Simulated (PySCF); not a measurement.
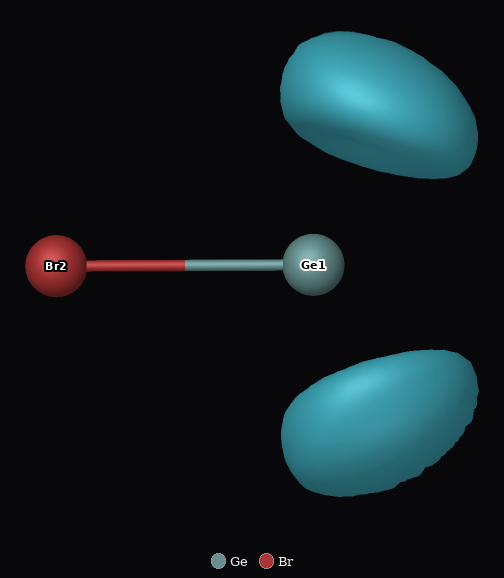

*GeBr (doublet). Isosurface of the electron localisation function at 0.9 (cyan), seen from one side. Only the valence region is drawn (cores and ρ < 0.01 e/Å³ removed).*

Computed with PBE0/def2-TZVPP, non-relativistic Hamiltonian with scalar-relativistic core potentials where named, at a bond length of 2.332 Å in PySCF 2.14.0.

**Identify the bonds, lone pairs and shells in this picture.**

At this value the surface marks out two lobes on Ge, pointing away from the bonds (non-bonding electrons). Profiles from the grid: Ge–Br (2.33 Å): the ELF peaks at about 0.75 in the valence shell of Br, 1.0 Å from its nucleus, and is about 0.65 at the midpoint.
